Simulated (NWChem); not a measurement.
**One shape, several levels: SiCl2 (SMILES Cl[Si]Cl)**

Wanted: a comparison of 5 runs (HF/STO-3G, HF/3-21G, HF/cc-pVDZ, BP86/cc-pVDZ, PBE0/def2-SVP) of SiCl2. 

The calculation is run with NWChem 7.3.0.

### 1 The structure to begin with

The species is SiCl2 (3 atoms), meant as a singlet with charge 0. As SMILES, `Cl[Si]Cl`. The coordinates come from a PBE0-D4/def2-TZVP relaxation.

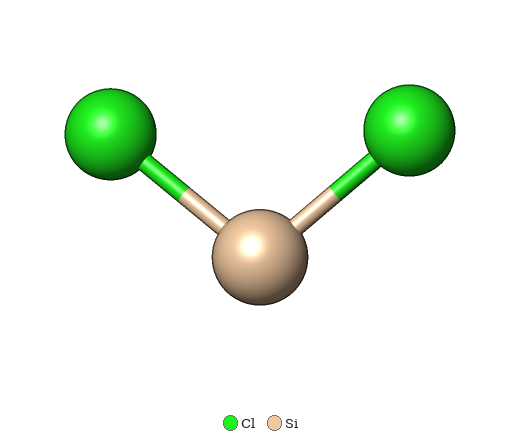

The structure, seen from a chosen angle (chlorine green, silicon light orange).

### 2 Energy and forces at HF/STO-3G (run 1)

The input, cl2si.nw:

```
start cl2si
title "Cl2Si hf"
memory 2200 mb
charge 0

geometry noautosym nocenter noautoz
   Cl       0.293800       1.603800       0.338000
   Si      -0.770100      -0.010400      -0.422000
   Cl       0.476300      -1.593400       0.084000
end

basis spherical bse
   * library STO-3G
end

scf
   nopen 0
   rhf
   thresh 1e-08
   maxiter 80
   noprint "final vectors analysis"
end

task scf gradient
```

Run with:

```
nwchem cl2si.nw > cl2si.out
```

Output:

```text
[...]
  functions       =    27
[...]
  wavefunction    = RHF
[...]
         Total SCF energy =  -1194.844206297888
      One-electron energy =  -1995.279435740889
      Two-electron energy =    631.573210867419
 Nuclear repulsion energy =    168.862018575582
        Time for solution =      0.5s
[...]
                         RHF ENERGY GRADIENTS
    atom               coordinates                        gradient
                 x          y          z           x          y          z
   1 Cl      0.555201   3.030743   0.638727   -0.010245  -0.008437  -0.006532
   2 Si     -1.455278  -0.019653  -0.797464    0.021416   0.000315   0.011739
   3 Cl      0.900076  -3.011089   0.158737   -0.011171   0.008122  -0.005206
[...]
```

Run time: 1.4 s. Hardware: 1 thread of AMD EPYC 9R14 (Zen 4), shared host; peak memory 0.099 GiB.

### 3 Energy and forces at HF/3-21G (run 2)

The input, mol.xyz:

```xyz
3
Cl2Si hf
Cl     0.293800     1.603800     0.338000
Si    -0.770100    -0.010400    -0.422000
Cl     0.476300    -1.593400     0.084000
```

The input, run.py:

```python
from ase.io import read
from ase.calculators.nwchem import NWChem

atoms = read('mol.xyz')

calc = NWChem(
    label='mol',
    theory='scf',
    memory='2200 mb',
    basis='3-21G',
    basispar='spherical bse',
    scf={'nopen': '0', 'rhf': None, 'thresh': '1e-08', 'maxiter': '80'},
)
atoms.calc = calc

forces = atoms.get_forces()
e = atoms.get_potential_energy()
print(f"E = {e:.6f} eV")
print("forces (eV/A):")
for s, f in zip(atoms.symbols, forces):
    print(f"{s:2s} {f[0]:10.5f} {f[1]:10.5f} {f[2]:10.5f}")
print("dipole (e A):", atoms.get_dipole_moment().round(4))
```

Run with:

```
export ASE_NWCHEM_COMMAND="nwchem PREFIX.nwi > PREFIX.nwo"
python run.py
```

Output:

```text
E = -32709.373029 eV
forces (eV/A):
Cl    1.13879    1.90596    0.83319
Si   -2.49238   -0.03481   -1.36587
Cl    1.35358   -1.87115    0.53268
dipole (e A): [-0.4526 -0.006  -0.248 ]
```

The calculator wrote mol.nwi:

```
title "mol"

permanent_dir mol

scratch_dir mol

start mol

geometry units angstrom nocenter noautosym noautoz
  Cl 2.9380000000000001e-01 1.6037999999999999e+00 3.3800000000000002e-01
  Si -7.7010000000000001e-01 -1.0400000000000000e-02 -4.2199999999999999e-01
  Cl 4.7630000000000000e-01 -1.5933999999999999e+00 8.4000000000000005e-02
end

memory 2200 mb

basis spherical bse noprint
   * library 3-21G
end

scf
  nopen 0
  rhf
  thresh 1e-08
  maxiter 80
end

task scf gradient
```

mol.nwo (excerpt; [...] marks lines left out):

```text
[...]
      One-electron energy =  -2000.455765803599
[... 1 line left out ...]
 Nuclear repulsion energy =    168.862018575582
[... 42 lines left out ...]
                       ROHF Final Molecular Orbital Analysis
[... 185 lines left out ...]
     L   x y z        total         open         nuclear
[...]
  wavefunction    =   RHF
                         RHF ENERGY GRADIENTS
    atom               coordinates                        gradient
                 x          y          z           x          y          z
   1 Cl      0.555201   3.030743   0.638727   -0.022146  -0.037065  -0.016203
   2 Si     -1.455278  -0.019653  -0.797464    0.048469   0.000677   0.026562
   3 Cl      0.900076  -3.011089   0.158737   -0.026323   0.036388  -0.010359
[...]
```

Run time: 2 s. Hardware: 1 thread of AMD EPYC 9R14 (Zen 4), shared host; peak memory 0.099 GiB.

Runs 3 to 4 aren't shown in full; the table further down has their settings and results.

### 4 Energy and forces at PBE0/def2-SVP (run 5)

The input, struct.nw:

```
start struct
title "Cl2Si PBE0"
memory total 2200 mb

geometry units angstroms noautosym nocenter noautoz
  Cl    0.293800    1.603800    0.338000
  Si   -0.770100   -0.010400   -0.422000
  Cl    0.476300   -1.593400    0.084000
end

basis spherical bse
  Cl library def2-SVP
  Si library def2-SVP
end

dft
  xc pbe0
  grid xfine
  convergence energy 1e-08
  maxiter 100
  mulliken
  print medium
end

task dft gradient
```

Run with:

```
nwchem struct.nw > struct.out
```

Output:

```text
[...]
          Wavefunction type:  closed shell.
          No. of atoms     :     3
          No. of electrons :    48
[...]
          Charge           :     0
          Spin multiplicity:     1
[...]
          AO basis - number of functions:    54
[...]
              XC Information
              --------------
                         PBE0 Method XC Functional
                     Hartree-Fock (Exact) Exchange  0.250
          PerdewBurkeErnzerhof Exchange Functional  0.750
            Perdew 1991 LDA Correlation Functional  1.000 local
           PerdewBurkeErnz. Correlation Functional  1.000 non-local
[...]
 d= 0,ls=0.0,diis     1  -1209.0987326231 -1.38D+03  2.07D-02  3.62D-01     0.5
[...]
 d= 0,ls=0.0,diis     8  -1209.1500107810 -1.05D-09  4.64D-07  4.43D-10     3.1
         Total DFT energy =    -1209.150010780954
      One electron energy =    -2008.001887548311
           Coulomb energy =      706.985406101949
    Exchange-Corr. energy =      -76.995547910175
 Nuclear repulsion energy =      168.862018575582
[...]
      Total Density - Mulliken Population Analysis
     ---------------------------------------------
    Atom       Charge   Shell Charges
 -----------   ------   -------------------------------------------------------
    1 Cl  17    17.24   2.00  1.99  1.26  0.70  5.93  2.14  3.21  0.02
    2 Si  14    13.52   2.00  1.99  1.38  0.46  5.92  0.88  0.68  0.21
    3 Cl  17    17.24   2.00  1.99  1.26  0.70  5.93  2.14  3.21  0.02
[...]
  wavefunction    = closed shell
                         DFT ENERGY GRADIENTS
    atom               coordinates                        gradient
                 x          y          z           x          y          z
   1 Cl      0.555201   3.030743   0.638727   -0.002274  -0.003856  -0.001669
   2 Si     -1.455278  -0.019653  -0.797464    0.004971   0.000085   0.002726
   3 Cl      0.900076  -3.011089   0.158737   -0.002697   0.003771  -0.001057
[...]
```

Run time: 4.8 s. Hardware: 1 thread of AMD EPYC 9R14 (Zen 4), shared host; peak memory 0.12 GiB.

### 5 Overview of the runs

```tsv
run	level	iteration cap	module	energy (Eh)	dipole moment (D)	largest force (eV/Å)	wall time
1	HF/STO-3G	80	scf	-1194.844206	3.12	1.256	1.4 s
2	HF/3-21G	80	scf	-1202.047297	2.48	2.842	2 s
3	HF/cc-pVDZ	80	scf	-1208.006678	1.31	0.655	39 s
4	BP86/cc-pVDZ	100	dft	-1210.076940	0.82	1.148	32 s
5	PBE0/def2-SVP	100	dft	-1209.150011	0.86	0.292	4.8 s
```

### 6 Results

| quantity | value |
| --- | --- |
| run 5: total energy | -1209.15001 Eh |
| run 5: dipole moment | 0.86 D |
| run 5: HOMO energy | -7.65 eV |
| run 5: LUMO energy | -2.79 eV |
| run 5: HOMO–LUMO gap | 4.86 eV |
| run 5: largest force on an atom | 0.292 eV/Å |

The dipole moment (its size) runs from 0.82 D (BP86/cc-pVDZ) to 3.12 D (HF/STO-3G). The two ends differ in method and basis. Over runs 2, 4, 5 the HOMO–LUMO gap runs from 3.02 eV (BP86/cc-pVDZ) to 10.17 eV (HF/3-21G). Totals of different functionals can't be ranked against each other. In run 1 the basis is minimal, so the values are rough. All runs together took 80 s, the longest 39 s.
